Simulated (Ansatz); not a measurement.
Cl2Zn

Input file:

```
crystal:
  periodic: [false, false, false]
  atoms:
    - { symbol: Cl, position_ang: [-1.6309, 0.6765, -0.8275] }
    - { symbol: Zn, position_ang: [0.0461, 0.1511, 0.0445] }
    - { symbol: Cl, position_ang: [1.5738, -0.8924, 0.7697] }
basis:
  gaussian:
    orbitals: def2-SVPD
correlation:
  method: mp2
output:
  orbitals: {}
```

Launched as:

```sh
python energy_cl2zn.py
```

The fields and orbitals are those of the mean-field reference, not of the correlated method.

Method: MP2, Gaussian basis (Ansatz).

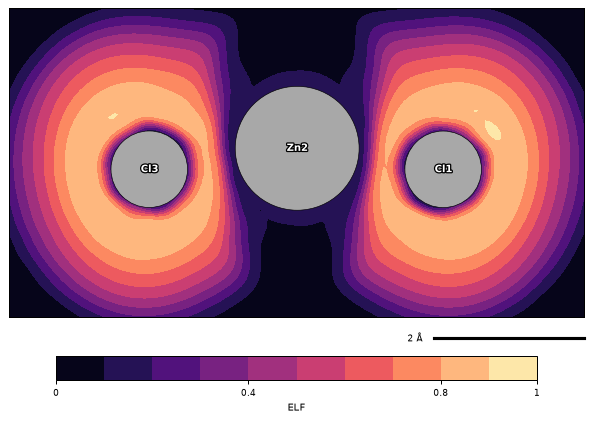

Figure 1. ELF on the molecular plane. Grey discs cover the atomic cores.

Q: Describe what can be read from this map.

A:
- Atoms in the plane: Cl and Zn.
- Zn–Cl (1.96 Å): the ELF peaks at about 0.80 in the valence shell of Cl, 0.8 Å from its nucleus, and is about 0.40 at the midpoint.
- The ELF also peaks beside Cl3 and Cl1, away from the bonds: lone-pair regions.

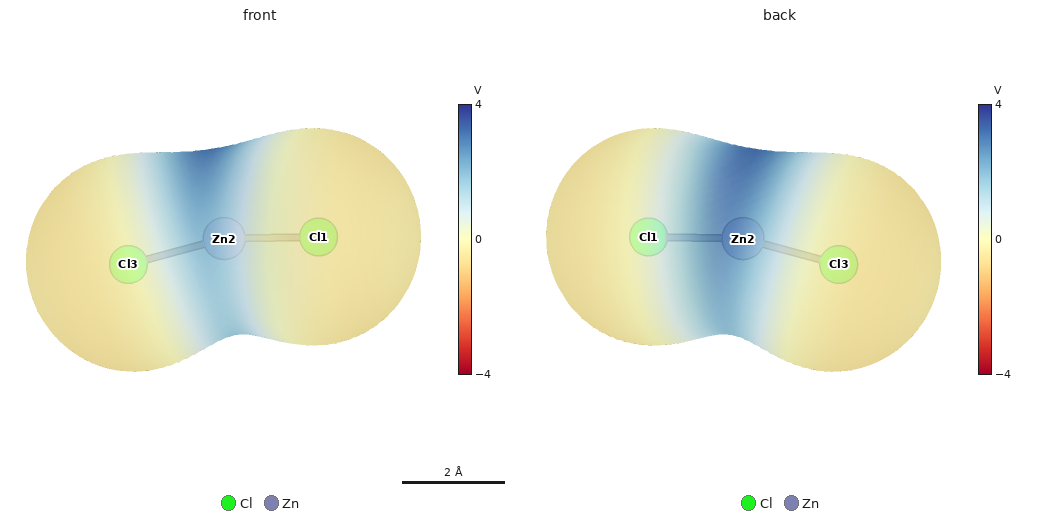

Figure 2. The molecular electrostatic potential painted on the density surface at 0.001 e/bohr³, seen from the front and from behind; the colour scale runs from red (negative) to blue (positive).

Q: Describe the electrostatic potential map.

A: The most negative region (about −0.5 V) lies over Cl1 and Cl3, the most positive (about +3.3 V) over Zn2.

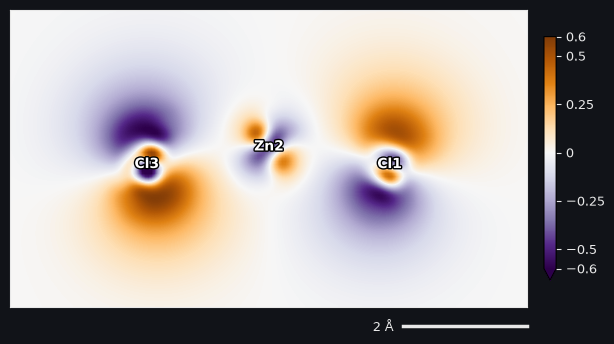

Figure 3. The HOMO on the molecular plane (values in Å⁻³ᐟ²; the overall sign is arbitrary).

Q: Where does this orbital lie, and at what energy?

A: It lies mainly on Cl1 (about 45 %), Cl3 (about 45 %) and Zn2 (about 10 %); largely a combination of lone pairs on Cl1 and Cl3. Its energy is −12.52 eV.
